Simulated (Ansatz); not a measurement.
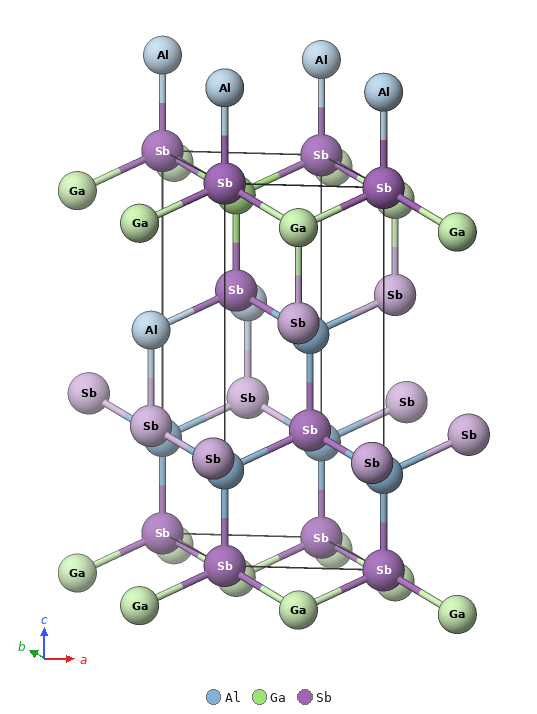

Shown here is a ball-and-stick view of the crystal, taken slightly off an axis. The frame is the conventional unit cell; atoms at its boundary are shown with their periodic copies. Every bond is drawn to its end, so some atoms lie outside the box, in fainter colours.

Al$_{2}$GaSb$_{3}$, space group P3m1 (No. 156), a = 4.400 Å, b = 4.400 Å, c = 10.775 Å, α = 90.00°, β = 90.00°, γ = 120.00°. The structure was taken from a structure type filled with these elements by a generator (whether the compound takes this form wasn't checked). Earlier steps of the study, as a rule a relaxation of our own, may have changed the cell and positions, so they can lie some per cent off the listed ones. An electronic-structure calculation with Ansatz was run on it.

This one geometry was computed with Ansatz (DFT, plane waves, PAW) at three levels of theory: PBEsol, PBE and PBE with spin-orbit coupling.

> Which level gives the highest pressure at this volume, and what does that say about its equilibrium volume?

Highest: PBE (0.0 GPa) and PBE with spin-orbit coupling (0.0 GPa), which points to the largest equilibrium volume. Lowest, with the smallest volume: PBEsol (-1.9 GPa). Levels within 0.5 GPa of each other can't be told apart.

> How does the band gap change with the level of theory?

PBE with spin-orbit coupling: a gap of 0.19 eV, direct; PBEsol: a gap of 0.33 eV, direct; PBE: a gap of 0.39 eV, direct.

> Collect the results in a table.

| level | cutoff (eV) | k-mesh of the run's cell | gap (eV) | pressure (GPa) |
| --- | --- | --- | --- | --- |
| PBEsol | 420 | 12×12×4 | 0.33 | -1.9 |
| PBE | 420 | 12×12×4 | 0.39 | 0.0 |
| PBE with spin-orbit coupling | 420 | 12×12×4 | 0.19 | 0.0 |

Gaps are taken on the k-mesh or band path of each run.
